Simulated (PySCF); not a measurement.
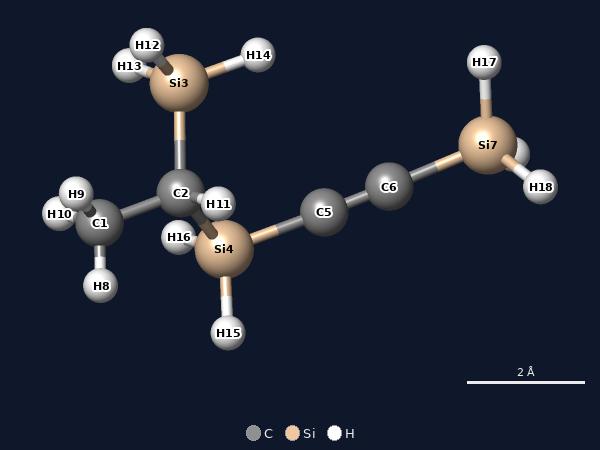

The structure as given in the input (ball-and-stick view, seen at a tilt; atoms are numbered from 1 in the order of the input).

**C₄H₁₂Si₃: a changed input and its effect**

System: C₄H₁₂Si₃, SMILES C[C@H]([SiH3])[SiH2]C#C[SiH3].
Method of run 1: GIAO PBE0/pcSseg-1 NMR shielding, non-relativistic, gas phase (PySCF 2.14.0).

The geometry comes from this level: GFN2-xTB. Text and figures count atoms from 1; the logs count them from 0 in places.

The input, run 1:
```
{"job": {"kind": "nmr", "xc": "PBE0", "basis": "pcSseg-1"}, "charge": 0, "multiplicity": 1}
C     -2.909962    -0.789135     0.168343
C     -1.500741    -0.219551     0.332400
Si    -1.370350     1.512434    -0.452246
Si    -0.189119    -1.442266    -0.324452
C      1.470138    -0.702123     0.023088
C      2.534723    -0.180738     0.271333
Si     4.140936     0.651055     0.650741
H     -3.004446    -1.758709     0.657491
H     -3.654436    -0.121745     0.601929
H     -3.153358    -0.920009    -0.884845
H     -1.313502    -0.100519     1.405799
H     -2.391224     2.385915     0.139290
H     -1.619185     1.413268    -1.893298
H     -0.042433     2.074112    -0.210514
H     -0.292847    -2.730698     0.378813
H     -0.338882    -1.648315    -1.771440
H      3.943803     2.099177     0.534216
H      4.535879     0.297153     2.017540
H      5.145204     0.189943    -0.311765
```

The first line tells a small driver script what to run in PySCF; the rest is the geometry in Å.

Command:
```bash
OMP_NUM_THREADS=1 python <driver script> task.json out
```

Hardware: 1 CPU thread, shared host.

Output (run 1):
```
coarse grid: 16656 points
cycle   1  E = -1027.3503615162  dE =  2.447e-01  |g| = 4.597e-01  |ddm| = 3.909e+00
cycle   2  E = -1027.3343428339  dE =  1.602e-02  |g| = 5.097e-01  |ddm| = 1.025e+00
cycle   3  E = -1027.4047745846  dE = -7.043e-02  |g| = 5.619e-02  |ddm| = 5.640e-01
cycle   4  E = -1027.4052138734  dE = -4.393e-04  |g| = 4.054e-02  |ddm| = 8.146e-02
cycle   5  E = -1027.4055887584  dE = -3.749e-04  |g| = 1.505e-02  |ddm| = 3.903e-02
cycle   6  E = -1027.4056423167  dE = -5.356e-05  |g| = 3.950e-03  |ddm| = 1.322e-02
cycle   7  E = -1027.4056464517  dE = -4.135e-06  |g| = 3.225e-04  |ddm| = 3.745e-03
final grid: 145080 points
cycle   8  E = -1027.4472679472  dE = -2.251e-05  |g| = 6.200e-03  |ddm| = 2.504e-02
cycle   9  E = -1027.4472624256  dE =  5.522e-06  |g| = 7.631e-03  |ddm| = 1.302e-02
cycle  10  E = -1027.4472779583  dE = -1.553e-05  |g| = 7.554e-04  |ddm| = 7.257e-03
cycle  11  E = -1027.4472780697  dE = -1.114e-07  |g| = 3.690e-04  |ddm| = 9.203e-04
cycle  12  E = -1027.4472780994  dE = -2.970e-08  |g| = 1.449e-04  |ddm| = 3.306e-04
cycle  13  E = -1027.4472781048  dE = -5.343e-09  |g| = 2.455e-05  |ddm| = 1.235e-04
cycle  14  E = -1027.4472781049  dE = -1.387e-10  |g| = 3.826e-06  |ddm| = 2.900e-05
converged SCF energy = -1027.4472781049

GIAO shielding tensors (ppm)
atom      isotropic    diamagn.    paramagn.     s11        s22        s33       span
  0 C      172.628     244.621     -71.994    162.521    165.676    189.685     27.164
  1 C      185.056     257.787     -72.730    172.023    185.819    197.327     25.305
  2 Si     413.093     882.369    -469.276    377.063    390.783    471.432     94.369
  3 Si     410.325     883.289    -472.964    376.953    392.771    461.251     84.297
  4 C       67.964     265.509    -197.545    -34.585    -25.503    263.980    298.565
  5 C       72.292     265.653    -193.361    -21.285    -17.925    256.085    277.370
  6 Si     448.876     882.280    -433.404    442.325    442.633    461.669     19.344
  7 H       30.314      28.481       1.833     24.874     28.283     37.785     12.911
  8 H       30.239      28.245       1.994     25.020     27.980     37.718     12.698
  9 H       30.802      29.044       1.758     26.644     28.641     37.121     10.477
 10 H       31.202      35.166      -3.964     26.692     29.402     37.513     10.821
 11 H       27.772      30.796      -3.024     24.386     25.525     33.404      9.018
 12 H       27.965      31.119      -3.154     25.045     26.008     32.841      7.796
 13 H       27.368      32.226      -4.858     22.885     27.096     32.123      9.238
 14 H       27.194      30.010      -2.817     23.396     25.793     32.392      8.996
 15 H       27.439      30.665      -3.226     24.347     25.939     32.030      7.683
 16 H       27.444      29.816      -2.372     23.782     26.473     32.078      8.296
 17 H       27.497      28.681      -1.184     23.984     25.937     32.570      8.586
 18 H       27.496      28.137      -0.640     23.962     25.830     32.697      8.734
```

The input of run 2 differs as follows (lines with − go, lines with + come):
```diff
+"pop": true
+"grid": 1
+"scf": {"level_shift": 0.3}
```

How does run 2 compare with run 1?

The energy of run 2 is 0.04 kcal/mol higher, the joint effect of these numerical settings, which can't be told apart here. No shielding changes by as much as 0.05 ppm. The SCF takes 13 iterations against 14.

Output (run 2):
```
final grid: 69624 points
cycle   1  E = -1027.3963201406  dE =  2.411e-01  |g| = 3.902e-01  |ddm| = 3.838e+00
cycle   2  E = -1027.4399016386  dE = -4.358e-02  |g| = 1.665e-01  |ddm| = 5.981e-01
cycle   3  E = -1027.4467053326  dE = -6.804e-03  |g| = 2.910e-02  |ddm| = 2.237e-01
cycle   4  E = -1027.4471307978  dE = -4.255e-04  |g| = 1.227e-02  |ddm| = 7.346e-02
cycle   5  E = -1027.4471996692  dE = -6.887e-05  |g| = 5.797e-03  |ddm| = 2.945e-02
cycle   6  E = -1027.4472143694  dE = -1.470e-05  |g| = 1.885e-03  |ddm| = 1.251e-02
cycle   7  E = -1027.4472166140  dE = -2.245e-06  |g| = 1.078e-03  |ddm| = 5.405e-03
cycle   8  E = -1027.4472172418  dE = -6.278e-07  |g| = 3.437e-04  |ddm| = 2.387e-03
cycle   9  E = -1027.4472173510  dE = -1.092e-07  |g| = 1.445e-04  |ddm| = 1.051e-03
cycle  10  E = -1027.4472173734  dE = -2.243e-08  |g| = 6.345e-05  |ddm| = 4.555e-04
cycle  11  E = -1027.4472173783  dE = -4.861e-09  |g| = 3.140e-05  |ddm| = 2.028e-04
cycle  12  E = -1027.4472173794  dE = -1.161e-09  |g| = 1.623e-05  |ddm| = 9.282e-05
cycle  13  E = -1027.4472173797  dE = -2.944e-10  |g| = 8.135e-06  |ddm| = 4.363e-05
level shift removed, Fock matrix diagonalised once more
converged SCF energy = -1027.4472173797

GIAO shielding tensors (ppm)
atom      isotropic    diamagn.    paramagn.     s11        s22        s33       span
  0 C      172.626     244.622     -71.996    162.518    165.678    189.683     27.165
  1 C      185.062     257.789     -72.727    172.026    185.821    197.339     25.313
  2 Si     413.098     882.369    -469.271    377.090    390.752    471.451     94.361
  3 Si     410.301     883.290    -472.988    376.917    392.768    461.220     84.303
  4 C       67.962     265.503    -197.541    -34.591    -25.502    263.980    298.571
  5 C       72.290     265.648    -193.358    -21.284    -17.931    256.086    277.370
  6 Si     448.875     882.280    -433.405    442.328    442.629    461.669     19.341
  7 H       30.314      28.481       1.833     24.874     28.284     37.784     12.911
  8 H       30.239      28.245       1.994     25.019     27.980     37.718     12.699
  9 H       30.802      29.045       1.757     26.644     28.641     37.121     10.477
 10 H       31.202      35.167      -3.965     26.692     29.402     37.512     10.821
 11 H       27.771      30.795      -3.024     24.385     25.525     33.404      9.018
 12 H       27.965      31.119      -3.154     25.046     26.009     32.841      7.796
 13 H       27.368      32.226      -4.858     22.886     27.096     32.123      9.237
 14 H       27.194      30.011      -2.817     23.397     25.793     32.392      8.996
 15 H       27.438      30.666      -3.227     24.347     25.939     32.030      7.683
 16 H       27.444      29.816      -2.371     23.782     26.473     32.078      8.296
 17 H       27.497      28.682      -1.185     23.984     25.937     32.570      8.586
 18 H       27.497      28.137      -0.640     23.962     25.831     32.697      8.734
```

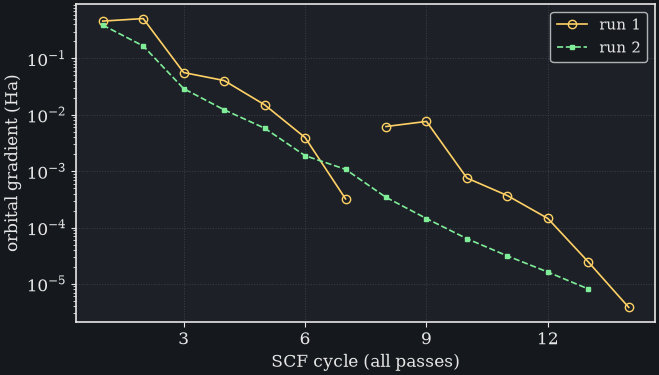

Convergence of the two runs: orbital gradient against the SCF cycle. A break in a curve parts two SCF passes (coarse and final grid). Run 1 takes 14 cycles in all, and run 2 takes 13.

The two runs side by side:

| quantity | run 1 | run 2 |
| --- | --- | --- |
| outcome | converged | converged |
| total energy (hartree) | −1027.447278 | −1027.447217 |
| HOMO (eV) | −7.89 | −7.89 |
| LUMO (eV) | −0.47 | −0.47 |
| dipole moment (D) | 0.66 | 0.66 |
| shielding of C1 (ppm) | 172.6 | 172.6 |
| shielding of C2 (ppm) | 185.1 | 185.1 |
| shielding of Si3 (ppm) | 413.1 | 413.1 |
| shielding of Si4 (ppm) | 410.3 | 410.3 |
| shielding of C5 (ppm) | 68.0 | 68.0 |
| shielding of C6 (ppm) | 72.3 | 72.3 |
| shielding of H12 (ppm) | 27.8 | 27.8 |
| SCF iterations | 14 | 13 |
| basis functions | 200 | 200 |
| wall time (shared host) | 33 s | 26 s |
